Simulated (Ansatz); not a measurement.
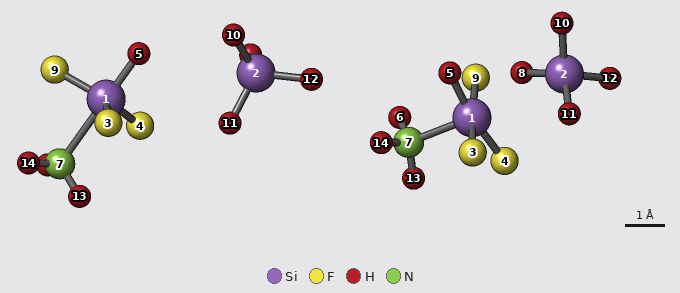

Two geometries of Si2NH8F3 (started from a transition state, displaced along its imaginary mode), drawn at one scale. One is the start of a relaxation, the other its converged end. The picture is a ball-and-stick view, seen from a free direction.

Method: RKS PBE0-D4/def2-TZVP in Ansatz 0.2.0. Settings: force threshold 0.005 eV/Å; at most 200 steps.

Which of the two is the end point?

Answer. The left one is the relaxed one. After 48 accepted moves (50 points after the start) the energy has fallen by 43.5 kcal/mol. Largest force component: 1.5 eV/Å at the start, 0.0047 eV/Å at the end. The line search rejected the trial steps at points 16, 24 of the run. The forces were under the threshold at step 42, but the run went on from there. The largest move after the best rigid fit is that of F9, 2.26 Å. By element the largest moves are F 2.26 Å, H 1.86 Å, Si 0.88 Å, N 0.61 Å. Some distances before and after: Si1–H8 1.864 → 3.975 Å, Si1–Si2 2.711 → 4.070 Å, Si1–F9 1.842 → 1.610 Å, Si1–N7 1.895 → 2.103 Å. Bond angles that change, for instance: H5–Si1–N7 95.5° → 179.9°, F4–Si1–H5 170.3° → 98.1°, F3–Si1–F9 176.1° → 117.9°. The run took about 110 s of wall time on a shared GPU.
